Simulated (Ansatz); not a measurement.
# Calculations on ZrNH4OCl3

**1. Relaxation**

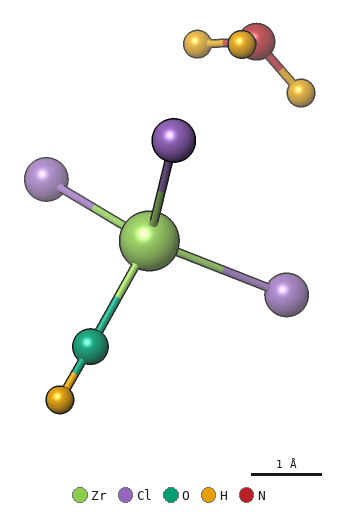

This is the input geometry for a relaxation of ZrNH4OCl3. A ball-and-stick model, seen from a free direction.

The run prepares an end point of a later path (reaction) calculation, from a guessed geometry.

These are results of RKS PBE0-D4/def2-SVP (Ansatz 0.2.0), not measurements.

The input:
```yaml
crystal:
  periodic: [false, false, false]
  atoms:
    - { symbol: Zr, position_ang: [-0.066671, -0.136075, 0.156131] }
    - { symbol: Cl, position_ang: [-0.175954, -0.152138, 2.629881] }
    - { symbol: Cl, position_ang: [2.090595, -0.438301, -0.713765] }
    - { symbol: Cl, position_ang: [-1.168448, 1.678939, -0.84037] }
    - { symbol: O, position_ang: [-1.029696, -1.64792, -0.371837] }
    - { symbol: H, position_ang: [-1.534434, -2.427386, -0.613522] }
    - { symbol: "N", position_ang: [1.628727, 2.548754, 1.376696] }
    - { symbol: H, position_ang: [2.321344, 2.027014, 0.848048] }
    - { symbol: H, position_ang: [0.923005, 2.94579, 0.763842] }
    - { symbol: H, position_ang: [1.197831, 1.959423, 2.110096] }
basis:
  gaussian: { orbitals: def2-SVP }
hamiltonian:
  xc: pbe0
  dispersion: d4
relax:
  f_tol: 0.03
  max_steps: 50
```

Run as
```bash
ansatz run input.yaml --threads 4 --pin off --max-ram 5120MiB --backend cpu --events-out ev --progress --plain --runs-dir out
```

Question: Where does the relaxation end?

Answer: N7 moves most after the best rigid fit: 0.70 Å. By element the largest moves are N 0.70 Å, Zr 0.26 Å, H 0.24 Å, O 0.23 Å, Cl 0.13 Å. Near-neighbour distances that change, for instance: Zr1–N7 3.402 → 2.447 Å, Zr1–H8 3.295 → 2.973 Å, Zr1–H9 3.293 → 2.973 Å, Zr1–H10 3.132 → 2.973 Å. New bonds form, among them: Zr1–N7 (3.40 → 2.45 Å). Bond angles that change, for instance: Cl2–Zr1–O5 104.7° → 99.1°, Cl3–Zr1–Cl4 112.0° → 117.6°, H8–N7–H9 111.1° → 107.7°. The energy falls by 1.046 eV in 8 geometry steps. Largest force component: 1.4 eV/Å at the start, 0.028 eV/Å at the end.

History of the run:

```json
{"step": "0", "E − E(0), eV": "0.0000", "largest force component, eV/Å": "1.4037"}
{"step": "1", "E − E(0), eV": "-0.0974", "largest force component, eV/Å": "1.2920"}
{"step": "2", "E − E(0), eV": "-0.1553", "largest force component, eV/Å": "0.9850"}
{"step": "3", "E − E(0), eV": "-0.1729", "largest force component, eV/Å": "1.3151"}
{"step": "4", "E − E(0), eV": "-0.5413", "largest force component, eV/Å": "1.4657"}
{"step": "5", "E − E(0), eV": "-0.9145", "largest force component, eV/Å": "0.8612"}
{"step": "6", "E − E(0), eV": "-1.0108", "largest force component, eV/Å": "1.2140"}
{"step": "7", "E − E(0), eV": "-1.0451", "largest force component, eV/Å": "0.0891"}
{"step": "8", "E − E(0), eV": "-1.0461", "largest force component, eV/Å": "0.0277"}
```

Final geometry:

```xyz
10

Zr    0.0492    0.0531    0.3004
Cl   -0.2358   -0.2369    2.6474
Cl    2.1843   -0.4615   -0.6217
Cl   -1.2280    1.7603   -0.7618
O    -0.9107   -1.4583   -0.3055
H    -1.3986   -2.2242   -0.6109
N     1.2908    2.0097    1.0855
H     2.2662    1.9726    0.7870
H     0.8880    2.8737    0.7206
H     1.2809    2.0696    2.1043
```

After the run, drawn alike:

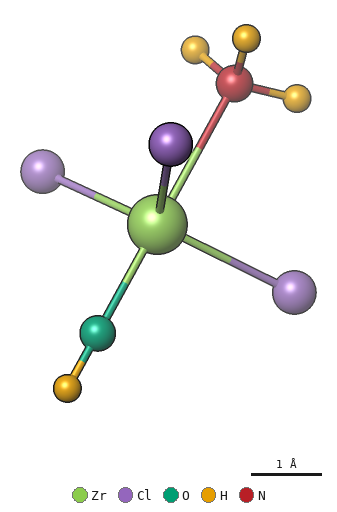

Limits of the set-up: the start holds two separate molecules, 2.6 Å apart at their closest, whose relative position is a soft coordinate.

**2. Relaxation**

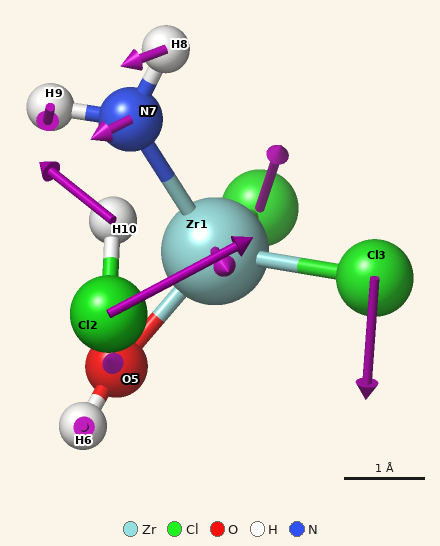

This is a relaxation of ZrNH$_{4}$OCl$_{3}$. The starting structure is drawn; purple arrows show the displacements, at their true length. The two geometries are superimposed by the best rigid fit.

Style: ball-and-stick. Shown from a free direction.

The run prepares an end point of a later path (reaction) calculation, from a guessed geometry.

All numbers below come from Ansatz, RKS PBE0-D4/def2-SVP.

Input file:
```yaml
crystal:
  periodic: [false, false, false]
  atoms:
    - { symbol: Zr, position_ang: [0.277086, 0.531057, -0.539023] }
    - { symbol: Cl, position_ang: [0.968766, -0.943022, 2.80693] }
    - { symbol: Cl, position_ang: [2.128356, -0.835072, -1.02779] }
    - { symbol: Cl, position_ang: [-0.371874, 1.61877, -2.519594] }
    - { symbol: O, position_ang: [-1.245151, -0.322071, 0.198185] }
    - { symbol: H, position_ang: [-1.631185, -0.994586, 0.760941] }
    - { symbol: "N", position_ang: [0.882052, 1.995318, 0.916639] }
    - { symbol: H, position_ang: [1.749764, 2.524464, 0.862897] }
    - { symbol: H, position_ang: [0.23658, 2.48726, 1.530815] }
    - { symbol: H, position_ang: [1.191906, 0.295983, 2.355202] }
basis:
  gaussian: { orbitals: def2-SVP }
hamiltonian:
  xc: pbe0
  dispersion: d4
relax:
  f_tol: 0.03
  max_steps: 50
```

Command:
```bash
ansatz run input.yaml --threads 4 --pin off --max-ram 5120MiB --backend cpu --events-out ev --progress --plain --runs-dir out
```

**Atoms of which element are displaced furthest, and by how much?**

Chlorine: up to 2.07 Å, against 1.48 Å for hydrogen.

**What happened in the run?**

Cl2 moves most after the best rigid fit: 2.07 Å. By element the largest moves are Cl 2.07 Å, H 1.48 Å, Zr 0.83 Å, N 0.60 Å, O 0.38 Å. Some distances before and after: Cl2–H10 1.338 → 3.101 Å, Zr1–Cl2 3.721 → 2.383 Å, N7–H10 2.248 → 1.021 Å, Zr1–N7 2.152 → 2.417 Å. New bonds form, among them: N7–H10 (2.25 → 1.02 Å), Zr1–Cl2 (3.72 → 2.38 Å). Bonds break, among them: Cl2–H10 (1.34 → 3.10 Å). Among the angles between lasting bonds that change: Cl3–Zr1–N7 108.3° → 179.3°, Cl4–Zr1–N7 109.4° → 80.5°, O5–Zr1–N7 105.6° → 81.6°. Over 27 geometry steps the energy falls by 192.6 kJ/mol. The largest force component goes from 1.5 to 0.0051 eV/Å. The run took 3.6 min on 4 threads of Intel(R) Xeon(R) Processor @ 2.50GHz (Skylake/Cascade Lake), with other jobs on the host, peak memory 0.4 GiB.

Limits of the set-up: the start holds two separate molecules, 2.2 Å apart at their closest, whose relative position is a soft coordinate.

**3. Path**

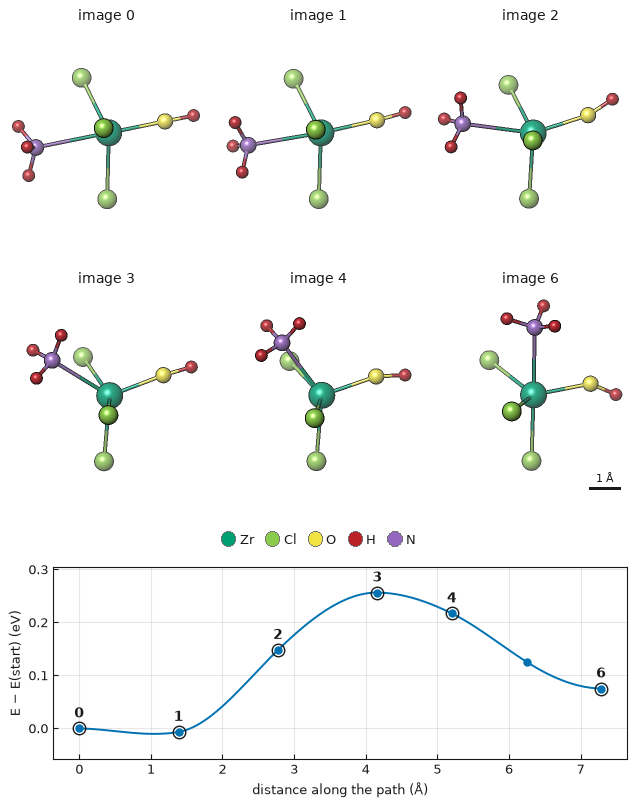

A search for the minimum-energy path of ZrNH4OCl3 by the nudged elastic band. Images are numbered from 0 (start) to 6 (end). A ball-and-stick model, seen from a free direction.

Theory: RKS PBE0-D4/def2-SVP in Ansatz. Settings: 5 movable images; climbing image; force threshold 0.05 eV/Å; iteration limit 60; starting path through a guess of the saddle point.

**What happens along the path, and what is the barrier?**

Forward barrier 0.256 eV, backward barrier 0.181 eV, with image 3 at the top; the reaction energy is +0.075 eV. Image 1 lies below both ends, at −0.007 eV, which points to an intermediate minimum that so few images don't resolve. No bond forms or breaks between the ends. Among the angles between lasting bonds that change up to the highest image: O–Zr–N 180.0° → 125.0°, Cl–Zr–N 80.9° → 122.1°. The band converged in 41 iterations. The largest component of the band force went from 11 to 0.037 eV/Å. The climbing image converged on the top of the path. Its vibrational analysis gives one imaginary mode (48i cm⁻¹), as a transition state must have.

The run took 25 min on 4 threads of Intel(R) Xeon(R) Processor @ 2.50GHz (Skylake/Cascade Lake), with other jobs on the host, peak memory 0.43 GiB.
